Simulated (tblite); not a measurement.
**C4H12Si4: geometry relaxation (part 3 of 4)**

C4H12Si4; GFN2-xTB geometry optimisation, gas phase (tblite 0.8.0). It belongs to a series of runs on one base structure; here: H on Si replaced by propynyl.

Geometry of the input (Å):
```
C  4.4244  -0.1842  0.0634
C  2.9685  -0.1318  -0.2704
C  1.8004  -0.1144  -0.5302
Si 0.0256  -0.0596  -0.9641
C  -0.7469  1.5109  -0.2822
Si -2.6127  1.2616  -0.4447
Si -2.8726  -0.5833  0.7897
Si -1.0762  -1.7363  0.0675
H  4.6068  -0.9704  0.8221
H  4.7298  0.8307  0.3997
H  4.9862  -0.4185  -0.8785
H  -0.2162  -0.0877  -2.3867
H  -0.3844  2.3687  -0.8511
H  -0.5489  1.5654  0.8022
H  -2.9410  0.9412  -1.8533
H  -3.3815  2.3863  0.0729
H  -2.7428  -0.2517  2.2358
H  -4.1310  -1.2933  0.5098
H  -0.3092  -2.3097  1.1702
H  -1.5834  -2.7132  -0.8849
```

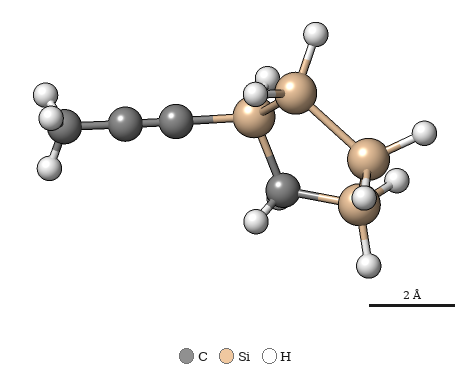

*The geometry at step 75 of the log (ball-and-stick view, seen at a tilt).*

Trajectory as extended XYZ, continued
```
20
Properties=species:S:1:pos:R:3:forces:R:3 step=58 energy=-584.54561
C     4.4518   -0.1170    0.0739    0.0210   0.0000   0.0070
C     3.0418   -0.1100   -0.2465    0.0080  -0.0010  -0.0110
C     1.8696   -0.0989   -0.5283    0.0060   0.0000  -0.0090
Si    0.0826   -0.1849   -0.9841   -0.0220   0.0250   0.0050
C    -0.7658    1.4732   -0.5028   -0.0290   0.0080  -0.0100
Si   -2.6629    1.3803   -0.2630    0.0090  -0.0330   0.0110
Si   -3.0142   -0.6632    0.7908    0.0040  -0.0040   0.0340
Si   -1.1182   -1.8492    0.1233   -0.0050   0.0120  -0.0210
H     4.6599   -0.8686    0.8359   -0.0070   0.0170   0.0110
H     4.7590    0.8614    0.4432    0.0010  -0.0040   0.0150
H     5.0310   -0.3538   -0.8186    0.0040   0.0040  -0.0080
H     0.0777   -0.2772   -2.4568   -0.0150  -0.0050  -0.0140
H    -0.5309    2.2328   -1.2476    0.0210  -0.0070   0.0050
H    -0.3254    1.8334    0.4294    0.0150  -0.0410  -0.0100
H    -3.2825    1.4413   -1.5966   -0.0060   0.0120   0.0030
H    -3.1070    2.5895    0.4435    0.0020   0.0150  -0.0040
H    -3.1107   -0.5238    2.2530   -0.0090  -0.0060  -0.0150
H    -4.2892   -1.2973    0.4256    0.0120   0.0120  -0.0060
H    -0.3514   -2.4923    1.1990   -0.0040   0.0100   0.0140
H    -1.4204   -2.9648   -0.7860   -0.0050  -0.0130   0.0010
20
Properties=species:S:1:pos:R:3:forces:R:3 step=60 energy=-584.54620
C     4.4509   -0.1134    0.0758   -0.0030  -0.0010   0.0010
C     3.0409   -0.1104   -0.2467    0.0090   0.0040  -0.0270
C     1.8693   -0.1009   -0.5318    0.0040  -0.0020  -0.0120
Si    0.0816   -0.1869   -0.9878   -0.0010  -0.0100   0.0140
C    -0.7620    1.4727   -0.5089   -0.0340  -0.0050  -0.0050
Si   -2.6565    1.3825   -0.2564   -0.0380  -0.0260   0.0200
Si   -3.0142   -0.6656    0.7899    0.0210   0.0070  -0.0060
Si   -1.1168   -1.8519    0.1235   -0.0060   0.0010  -0.0070
H     4.6570   -0.8645    0.8384    0.0050   0.0160   0.0200
H     4.7530    0.8666    0.4456    0.0080  -0.0130   0.0130
H     5.0336   -0.3498   -0.8150   -0.0070   0.0110   0.0010
H     0.0720   -0.2848   -2.4598   -0.0090  -0.0030  -0.0180
H    -0.5321    2.2273   -1.2596    0.0280   0.0110   0.0000
H    -0.3152    1.8358    0.4185    0.0200  -0.0280  -0.0030
H    -3.2881    1.4538   -1.5845    0.0030   0.0090   0.0100
H    -3.0930    2.5910    0.4587    0.0110  -0.0030  -0.0120
H    -3.1255   -0.5308    2.2492    0.0000  -0.0010   0.0240
H    -4.2873   -1.2971    0.4163    0.0020   0.0080  -0.0170
H    -0.3497   -2.4914    1.2034   -0.0180   0.0210  -0.0110
H    -1.4233   -2.9714   -0.7816    0.0060   0.0040   0.0140
20
Properties=species:S:1:pos:R:3:forces:R:3 step=63 energy=-584.54734
C     4.4493   -0.1079    0.0791   -0.0250   0.0040  -0.0030
C     3.0412   -0.1092   -0.2532   -0.0100   0.0060  -0.0180
C     1.8703   -0.1032   -0.5422   -0.0070  -0.0070  -0.0190
Si    0.0803   -0.1907   -0.9942    0.0150  -0.0360  -0.0320
C    -0.7593    1.4711   -0.5180    0.0230  -0.0300   0.0040
Si   -2.6510    1.3820   -0.2447   -0.0220   0.0320   0.0000
Si   -3.0121   -0.6694    0.7889   -0.0080  -0.0020  -0.0050
Si   -1.1156   -1.8554    0.1221    0.0010   0.0070   0.0100
H     4.6512   -0.8560    0.8457    0.0100   0.0020   0.0060
H     4.7451    0.8727    0.4521    0.0100  -0.0020   0.0030
H     5.0377   -0.3422   -0.8086    0.0000   0.0060   0.0170
H     0.0579   -0.2950   -2.4676    0.0050  -0.0020   0.0120
H    -0.5271    2.2224   -1.2720   -0.0090   0.0020   0.0140
H    -0.2983    1.8303    0.4042   -0.0070  -0.0060   0.0050
H    -3.2960    1.4681   -1.5651    0.0010   0.0040   0.0020
H    -3.0683    2.5935    0.4771    0.0030  -0.0110  -0.0030
H    -3.1466   -0.5402    2.2460    0.0140  -0.0010   0.0370
H    -4.2841   -1.2955    0.4004    0.0070   0.0080  -0.0230
H    -0.3495   -2.4837    1.2097   -0.0200   0.0160  -0.0230
H    -1.4301   -2.9812   -0.7726    0.0180   0.0090   0.0160
20
Properties=species:S:1:pos:R:3:forces:R:3 step=65 energy=-584.54788
C     4.4464   -0.1052    0.0806   -0.0010   0.0060   0.0070
C     3.0404   -0.1079   -0.2595   -0.0080   0.0020   0.0030
C     1.8702   -0.1049   -0.5508   -0.0030  -0.0100  -0.0190
Si    0.0798   -0.1946   -0.9988   -0.0060  -0.0130  -0.0210
C    -0.7567    1.4685   -0.5199    0.0200  -0.0210   0.0030
Si   -2.6494    1.3824   -0.2405    0.0350   0.0150  -0.0140
Si   -3.0122   -0.6708    0.7879   -0.0170   0.0110   0.0290
Si   -1.1159   -1.8554    0.1225   -0.0060   0.0200  -0.0040
H     4.6470   -0.8517    0.8495   -0.0040  -0.0010  -0.0100
H     4.7415    0.8748    0.4557   -0.0010   0.0080  -0.0030
H     5.0395   -0.3384   -0.8041    0.0060   0.0000   0.0130
H     0.0496   -0.2976   -2.4708    0.0090  -0.0070  -0.0070
H    -0.5231    2.2215   -1.2726   -0.0240  -0.0170   0.0190
H    -0.2919    1.8263    0.4011   -0.0150  -0.0120   0.0090
H    -3.2972    1.4695   -1.5584   -0.0070   0.0100  -0.0110
H    -3.0556    2.5941    0.4833   -0.0150   0.0130   0.0120
H    -3.1528   -0.5423    2.2462    0.0160  -0.0080   0.0060
H    -4.2826   -1.2954    0.3920    0.0060   0.0070  -0.0190
H    -0.3490   -2.4784    1.2100   -0.0020  -0.0010   0.0030
H    -1.4331   -2.9839   -0.7662    0.0180  -0.0030   0.0050
20
Properties=species:S:1:pos:R:3:forces:R:3 step=67 energy=-584.54855
C     4.4422   -0.1011    0.0828    0.0220   0.0060   0.0100
C     3.0384   -0.1067   -0.2661    0.0040  -0.0020   0.0200
C     1.8693   -0.1087   -0.5622    0.0130  -0.0120  -0.0150
Si    0.0787   -0.2011   -1.0061   -0.0140   0.0140   0.0110
C    -0.7518    1.4633   -0.5224   -0.0150   0.0000   0.0060
Si   -2.6444    1.3850   -0.2355    0.0420  -0.0200  -0.0110
Si   -3.0130   -0.6710    0.7890   -0.0050   0.0360   0.0280
Si   -1.1162   -1.8543    0.1231   -0.0230   0.0090  -0.0040
H     4.6423   -0.8465    0.8533   -0.0210  -0.0040  -0.0140
H     4.7359    0.8787    0.4594   -0.0170   0.0150  -0.0050
H     5.0419   -0.3333   -0.7973    0.0060  -0.0040  -0.0010
H     0.0408   -0.3026   -2.4754    0.0110  -0.0130  -0.0480
H    -0.5221    2.2176   -1.2746   -0.0130  -0.0190   0.0060
H    -0.2838    1.8217    0.3966   -0.0070  -0.0220   0.0140
H    -3.2986    1.4763   -1.5501   -0.0040   0.0130  -0.0100
H    -3.0420    2.5957    0.4931   -0.0190   0.0240   0.0170
H    -3.1612   -0.5466    2.2478    0.0140  -0.0120  -0.0120
H    -4.2793   -1.2942    0.3793    0.0000   0.0050  -0.0110
H    -0.3484   -2.4733    1.2102    0.0130  -0.0080   0.0250
H    -1.4338   -2.9881   -0.7579    0.0140  -0.0080  -0.0060
20
Properties=species:S:1:pos:R:3:forces:R:3 step=70 energy=-584.54967
C     4.4372   -0.0934    0.0875    0.0030   0.0030  -0.0080
C     3.0359   -0.1056   -0.2740    0.0020  -0.0040   0.0140
C     1.8700   -0.1163   -0.5830    0.0150  -0.0120  -0.0070
Si    0.0768   -0.2108   -1.0201    0.0070   0.0020  -0.0060
C    -0.7453    1.4536   -0.5266   -0.0180   0.0120   0.0080
Si   -2.6337    1.3889   -0.2267   -0.0430   0.0080   0.0130
Si   -3.0126   -0.6672    0.7950    0.0010   0.0210  -0.0320
Si   -1.1180   -1.8531    0.1233   -0.0110  -0.0250   0.0280
H     4.6331   -0.8382    0.8591   -0.0210  -0.0050   0.0030
H     4.7239    0.8880    0.4654   -0.0210   0.0140   0.0000
H     5.0468   -0.3247   -0.7858    0.0020  -0.0010  -0.0130
H     0.0267   -0.3141   -2.4904    0.0160  -0.0080  -0.0190
H    -0.5228    2.2088   -1.2786    0.0190   0.0070  -0.0140
H    -0.2695    1.8080    0.3896    0.0040  -0.0130   0.0170
H    -3.3011    1.4955   -1.5349    0.0120   0.0000   0.0050
H    -3.0246    2.6007    0.5090    0.0050  -0.0100   0.0020
H    -3.1774   -0.5573    2.2518    0.0120  -0.0080  -0.0010
H    -4.2712   -1.2886    0.3573    0.0010   0.0110   0.0070
H    -0.3480   -2.4655    1.2144    0.0090   0.0060   0.0140
H    -1.4315   -2.9981   -0.7451    0.0060   0.0010  -0.0090
20
Properties=species:S:1:pos:R:3:forces:R:3 step=72 energy=-584.55013
C     4.4365   -0.0910    0.0885   -0.0140  -0.0010  -0.0070
C     3.0358   -0.1053   -0.2755   -0.0090  -0.0040  -0.0070
C     1.8717   -0.1194   -0.5910   -0.0060  -0.0080  -0.0040
Si    0.0766   -0.2130   -1.0247    0.0000  -0.0140  -0.0150
C    -0.7450    1.4515   -0.5263    0.0050   0.0000  -0.0030
Si   -2.6330    1.3899   -0.2246   -0.0270   0.0280   0.0080
Si   -3.0130   -0.6638    0.7954    0.0000  -0.0140  -0.0220
Si   -1.1202   -1.8537    0.1252    0.0170  -0.0070   0.0120
H     4.6280   -0.8365    0.8606   -0.0040   0.0030   0.0050
H     4.7191    0.8914    0.4671   -0.0110   0.0000  -0.0020
H     5.0485   -0.3226   -0.7834   -0.0020   0.0060   0.0000
H     0.0238   -0.3171   -2.4972    0.0170  -0.0020   0.0210
H    -0.5208    2.2076   -1.2775    0.0160   0.0070   0.0010
H    -0.2668    1.8009    0.3910   -0.0020  -0.0070   0.0040
H    -3.3007    1.4983   -1.5320    0.0060   0.0010  -0.0010
H    -3.0204    2.6021    0.5121    0.0030  -0.0080   0.0040
H    -3.1784   -0.5602    2.2529    0.0080  -0.0040  -0.0070
H    -4.2693   -1.2860    0.3521   -0.0020   0.0130   0.0120
H    -0.3470   -2.4621    1.2170    0.0020   0.0090   0.0070
H    -1.4304   -3.0004   -0.7423    0.0030   0.0030  -0.0040
20
Properties=species:S:1:pos:R:3:forces:R:3 step=75 energy=-584.55053
C     4.4330   -0.0884    0.0890   -0.0070  -0.0010   0.0040
C     3.0337   -0.1055   -0.2794   -0.0060  -0.0070  -0.0140
C     1.8712   -0.1243   -0.6004   -0.0130  -0.0030   0.0020
Si    0.0751   -0.2171   -1.0296   -0.0130   0.0050   0.0200
C    -0.7433    1.4495   -0.5266   -0.0010  -0.0080  -0.0070
Si   -2.6328    1.3934   -0.2217    0.0350  -0.0150  -0.0120
Si   -3.0136   -0.6626    0.7924    0.0140  -0.0100   0.0080
Si   -1.1201   -1.8542    0.1283    0.0140   0.0060  -0.0180
H     4.6215   -0.8333    0.8629    0.0020   0.0090  -0.0030
H     4.7118    0.8949    0.4687   -0.0100  -0.0050  -0.0040
H     5.0495   -0.3191   -0.7802   -0.0080   0.0050   0.0060
H     0.0214   -0.3206   -2.5006    0.0110  -0.0040   0.0000
H    -0.5160    2.2064   -1.2767    0.0070  -0.0020   0.0170
H    -0.2635    1.7945    0.3919   -0.0050  -0.0090  -0.0100
H    -3.2992    1.4996   -1.5289   -0.0050   0.0130  -0.0090
H    -3.0125    2.6026    0.5193   -0.0130   0.0220   0.0150
H    -3.1784   -0.5631    2.2511    0.0040  -0.0050  -0.0210
H    -4.2684   -1.2834    0.3460   -0.0160   0.0060   0.0100
H    -0.3443   -2.4572    1.2203    0.0040   0.0010   0.0140
H    -1.4304   -3.0015   -0.7386    0.0060   0.0000   0.0030
20
Properties=species:S:1:pos:R:3:forces:R:3 step=77 energy=-584.55099
C     4.4265   -0.0848    0.0902    0.0000   0.0030   0.0030
C     3.0296   -0.1073   -0.2861    0.0050  -0.0090  -0.0080
C     1.8690   -0.1316   -0.6132   -0.0090   0.0020   0.0120
Si    0.0721   -0.2228   -1.0361   -0.0050   0.0190   0.0250
C    -0.7402    1.4453   -0.5283   -0.0040  -0.0050   0.0010
Si   -2.6291    1.3981   -0.2175    0.0360  -0.0380  -0.0150
Si   -3.0111   -0.6626    0.7898    0.0140   0.0080   0.0070
Si   -1.1166   -1.8552    0.1305   -0.0070  -0.0040  -0.0150
H     4.6137   -0.8277    0.8663    0.0010   0.0050  -0.0050
H     4.6993    0.8999    0.4704   -0.0100   0.0010   0.0000
H     5.0498   -0.3130   -0.7746   -0.0070  -0.0010   0.0010
H     0.0181   -0.3266   -2.5056    0.0000  -0.0050  -0.0230
H    -0.5097    2.2041   -1.2753    0.0050   0.0000   0.0120
H    -0.2574    1.7838    0.3910    0.0010  -0.0030  -0.0060
H    -3.2965    1.5081   -1.5241   -0.0070   0.0180  -0.0030
H    -3.0050    2.6053    0.5294   -0.0070   0.0160   0.0070
H    -3.1819   -0.5688    2.2475    0.0060  -0.0010  -0.0090
H    -4.2667   -1.2774    0.3392   -0.0210  -0.0030   0.0030
H    -0.3406   -2.4513    1.2265    0.0010   0.0000   0.0070
H    -1.4285   -3.0048   -0.7327    0.0100  -0.0050   0.0080
20
Properties=species:S:1:pos:R:3:forces:R:3 step=80 energy=-584.55126
C     4.4241   -0.0840    0.0904   -0.0010   0.0020  -0.0040
C     3.0283   -0.1092   -0.2895    0.0000  -0.0050   0.0000
C     1.8680   -0.1335   -0.6173   -0.0050   0.0030   0.0140
Si    0.0710   -0.2232   -1.0383    0.0020  -0.0050  -0.0130
C    -0.7395    1.4434   -0.5275    0.0090   0.0040   0.0030
Si   -2.6271    1.3982   -0.2180   -0.0080   0.0030  -0.0020
Si   -3.0085   -0.6622    0.7896   -0.0110  -0.0050  -0.0060
Si   -1.1148   -1.8563    0.1301   -0.0050  -0.0010   0.0020
H     4.6111   -0.8259    0.8671    0.0010   0.0010  -0.0010
H     4.6936    0.9014    0.4705   -0.0080   0.0050   0.0010
H     5.0492   -0.3114   -0.7731    0.0010  -0.0020  -0.0030
H     0.0180   -0.3278   -2.5094   -0.0040  -0.0010   0.0030
H    -0.5061    2.2053   -1.2700    0.0050   0.0050  -0.0010
H    -0.2567    1.7765    0.3932    0.0050   0.0040   0.0090
H    -3.2942    1.5126   -1.5250   -0.0030   0.0090   0.0020
H    -3.0074    2.6077    0.5278    0.0110  -0.0190  -0.0090
H    -3.1813   -0.5703    2.2466    0.0110   0.0050   0.0050
H    -4.2678   -1.2738    0.3415   -0.0040   0.0010   0.0010
H    -0.3395   -2.4498    1.2292   -0.0050   0.0060  -0.0060
H    -1.4255   -3.0071   -0.7310    0.0070  -0.0110   0.0040
20
Properties=species:S:1:pos:R:3:forces:R:3 step=82 energy=-584.55147
C     4.4229   -0.0835    0.0898    0.0000  -0.0030  -0.0030
C     3.0279   -0.1109   -0.2921   -0.0090   0.0030   0.0090
C     1.8668   -0.1334   -0.6170    0.0020   0.0000   0.0070
Si    0.0705   -0.2228   -1.0400   -0.0040  -0.0220  -0.0180
C    -0.7382    1.4431   -0.5257    0.0090   0.0090  -0.0010
Si   -2.6262    1.3965   -0.2205   -0.0170   0.0260   0.0030
Si   -3.0088   -0.6621    0.7886   -0.0210  -0.0170  -0.0020
Si   -1.1153   -1.8570    0.1296    0.0040   0.0110  -0.0020
H     4.6097   -0.8250    0.8670    0.0010   0.0000   0.0010
H     4.6898    0.9024    0.4707   -0.0040   0.0000  -0.0060
H     5.0487   -0.3114   -0.7730    0.0070   0.0050  -0.0010
H     0.0179   -0.3274   -2.5119   -0.0050   0.0030   0.0170
H    -0.5021    2.2080   -1.2642    0.0020   0.0010  -0.0020
H    -0.2572    1.7723    0.3975    0.0030   0.0010   0.0100
H    -3.2936    1.5140   -1.5270    0.0020   0.0030  -0.0010
H    -3.0080    2.6069    0.5240    0.0130  -0.0240  -0.0070
H    -3.1765   -0.5695    2.2465    0.0090   0.0050  -0.0010
H    -4.2713   -1.2723    0.3445    0.0090   0.0050   0.0040
H    -0.3396   -2.4477    1.2298   -0.0040   0.0060  -0.0050
H    -1.4224   -3.0097   -0.7294    0.0030  -0.0160  -0.0020
20
Properties=species:S:1:pos:R:3:forces:R:3 step=84 energy=-584.55169
C     4.4190   -0.0809    0.0897    0.0020  -0.0050   0.0020
C     3.0255   -0.1133   -0.2963   -0.0080   0.0080   0.0150
C     1.8641   -0.1367   -0.6198    0.0050  -0.0050  -0.0020
Si    0.0687   -0.2261   -1.0446   -0.0060  -0.0110   0.0020
C    -0.7343    1.4416   -0.5260   -0.0040   0.0020  -0.0010
Si   -2.6229    1.3970   -0.2203   -0.0050   0.0120  -0.0020
Si   -3.0103   -0.6630    0.7857   -0.0070  -0.0050   0.0010
Si   -1.1157   -1.8575    0.1297    0.0000   0.0050  -0.0100
H     4.6052   -0.8209    0.8683    0.0040  -0.0020   0.0030
H     4.6800    0.9065    0.4716    0.0020  -0.0040  -0.0130
H     5.0490   -0.3080   -0.7703    0.0060   0.0120   0.0010
H     0.0149   -0.3314   -2.5156   -0.0060   0.0040   0.0060
H    -0.4959    2.2084   -1.2622   -0.0010  -0.0040   0.0040
H    -0.2531    1.7663    0.3991   -0.0010  -0.0020  -0.0030
H    -3.2941    1.5216   -1.5241    0.0060   0.0020  -0.0040
H    -2.9998    2.6043    0.5292    0.0050  -0.0030   0.0050
H    -3.1735   -0.5713    2.2444    0.0020   0.0040  -0.0070
H    -4.2739   -1.2692    0.3407    0.0060   0.0020   0.0070
H    -0.3389   -2.4417    1.2323   -0.0030   0.0050  -0.0010
H    -1.4189   -3.0151   -0.7242    0.0020  -0.0140  -0.0020
20
Properties=species:S:1:pos:R:3:forces:R:3 step=87 energy=-584.55182
C     4.4167   -0.0788    0.0906   -0.0010   0.0020   0.0040
C     3.0233   -0.1138   -0.2958    0.0030  -0.0010   0.0020
C     1.8627   -0.1406   -0.6218    0.0000  -0.0040  -0.0030
Si    0.0672   -0.2303   -1.0468    0.0040   0.0110   0.0050
C    -0.7324    1.4402   -0.5294   -0.0050  -0.0090   0.0020
Si   -2.6203    1.3993   -0.2172    0.0030  -0.0090  -0.0020
Si   -3.0111   -0.6638    0.7835    0.0100   0.0130  -0.0070
Si   -1.1161   -1.8583    0.1293   -0.0100  -0.0150  -0.0020
H     4.6035   -0.8176    0.8702    0.0070  -0.0010   0.0020
H     4.6740    0.9098    0.4711    0.0070   0.0030  -0.0010
H     5.0499   -0.3033   -0.7678   -0.0070   0.0030  -0.0010
H     0.0120   -0.3367   -2.5170   -0.0050   0.0030  -0.0040
H    -0.4946    2.2049   -1.2678   -0.0020  -0.0030   0.0040
H    -0.2475    1.7654    0.3937   -0.0030  -0.0010  -0.0060
H    -3.2959    1.5314   -1.5179    0.0050   0.0030  -0.0040
H    -2.9903    2.6025    0.5408    0.0010   0.0080   0.0080
H    -3.1767   -0.5748    2.2418    0.0000   0.0040  -0.0020
H    -4.2732   -1.2673    0.3337   -0.0070  -0.0050   0.0040
H    -0.3392   -2.4374    1.2346   -0.0030   0.0040  -0.0020
H    -1.4172   -3.0202   -0.7204    0.0030  -0.0060   0.0030
20
Properties=species:S:1:pos:R:3:forces:R:3 step=89 energy=-584.55193
C     4.4160   -0.0782    0.0911   -0.0010   0.0090   0.0010
C     3.0222   -0.1140   -0.2945    0.0050  -0.0090  -0.0060
C     1.8620   -0.1424   -0.6217    0.0000  -0.0020  -0.0020
Si    0.0666   -0.2316   -1.0474    0.0050   0.0040  -0.0050
C    -0.7322    1.4390   -0.5302    0.0020  -0.0060   0.0010
Si   -2.6197    1.3999   -0.2173    0.0000   0.0010   0.0040
Si   -3.0115   -0.6636    0.7818    0.0040   0.0050  -0.0070
Si   -1.1176   -1.8600    0.1276   -0.0050  -0.0110   0.0010
H     4.6041   -0.8164    0.8711    0.0070   0.0050  -0.0030
H     4.6718    0.9113    0.4696    0.0090   0.0070   0.0130
H     5.0500   -0.3004   -0.7673   -0.0140  -0.0080  -0.0030
H     0.0109   -0.3380   -2.5180   -0.0030   0.0040   0.0020
H    -0.4936    2.2039   -1.2680   -0.0040  -0.0020  -0.0040
H    -0.2460    1.7639    0.3921   -0.0040  -0.0020   0.0040
H    -3.2961    1.5372   -1.5170    0.0050   0.0010  -0.0030
H    -2.9866    2.6019    0.5449    0.0010   0.0030   0.0040
H    -3.1761   -0.5752    2.2402    0.0010   0.0050  -0.0010
H    -4.2747   -1.2664    0.3337   -0.0050  -0.0040   0.0030
H    -0.3405   -2.4347    1.2352   -0.0030   0.0030  -0.0010
H    -1.4143   -3.0254   -0.7186    0.0000  -0.0030   0.0010
```
